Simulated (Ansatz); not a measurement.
# Calibrating PBE-D4/def2-TZVPP on molecular compounds of B

The vertical ionisation energy (cation less neutral) in eV of 7 molecular compounds of B: x at PBE-D4/def2-TZVPP, y at CCSD(T)/def2-TZVPP. Shapes, held fixed at every level: PBE0-D4/def2-TZVP. Flexible molecules stand in one conformer, not always the lowest. Programs: Ansatz 0.2.0.

| molecule | x (eV) | y (eV) |
| --- | --- | --- |
| C4H11B (SMILES CBC(C)C) | 9.75 | 10.45 |
| CH5BS (SMILES BSC) | 10.11 | ? |
| BH(OH)(SH) | 10.24 | 10.35 |
| B(SH)ClF | 10.52 | 10.78 |
| B(NH2)F2 | 11.30 | 11.45 |
| BH(OH)Cl | 11.57 | 11.92 |
| BClF2 (chlorodifluoroborane) | 12.45 | 12.81 |

Q: Fit y = c + s·x to the known rows and predict y for CH5BS.

A: 
1. Means of the 6 rows: x = 10.9717, y = 11.293.
2. Σ(Δx)² = 4.8831, Σ(Δx·Δy) = 4.6209, so the slope is 4.6209/4.8831 = 0.9463.
3. Intercept: 11.293 − (0.9463) × 10.9717 = 0.910. The largest residual of the fit is 0.31.
4. CH5BS: 0.910 + 0.9463 × 10.11 = 10.48 eV.

CCSD(T)/def2-TZVPP gives 10.15 eV, so the prediction is off by +0.33 eV, about the largest residual. Uncorrected, PBE-D4/def2-TZVPP misses it by -0.04 eV, and the other rows by 0.32 on average. The line makes this one worse. Left out in turn, the other rows are missed by 0.27 eV on average, hardly better than no correction. Cations run unrestricted.

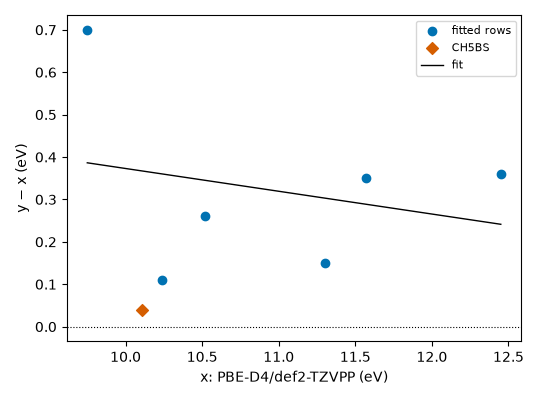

The correction y − x against x, with the fitted line and the withheld molecule.
